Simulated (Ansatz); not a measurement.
# BP: P → Te

The parent structure is BP in the zinc blende structure (space group F-43m, No. 216; a = 4.5202 Å).

Perturbation: full substitution P → Te; the structure is relaxed again.

The values are results of Ansatz (a quantum-chemistry and plane-wave program) PBEsol, spin-orbit coupling left out, earlier PAW set, not measurements. Γ-centred 15×15×15 mesh, Fermi–Dirac width 0.05 eV, for the changed cell.

```
quantity                        base          changed        shift
-------------------  ---------------  ---------------  -----------
volume per atom             11.54 Å³         19.35 Å³    +7.805 Å³
density                   3.01 g/cm³       5.94 g/cm³  +2.93 g/cm³
lattice parameter a          4.520 Å          5.369 Å     +0.849 Å
space group          F-43m (No. 216)  F-43m (No. 216)            –
band gap                     1.11 eV             zero            –
```

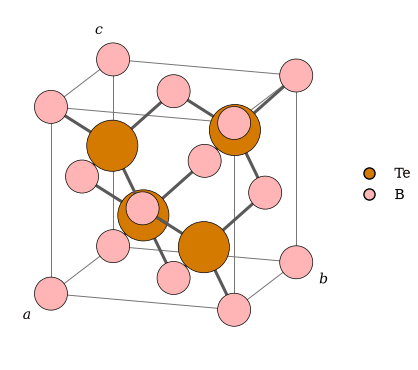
Figure: The relaxed conventional cell after the change

No phonon test of stability was made. As relaxed here, BTe is a hypothetical phase, not in the database extracts checked. All final runs are without spin polarisation. An odd electron count without spin: BTe.
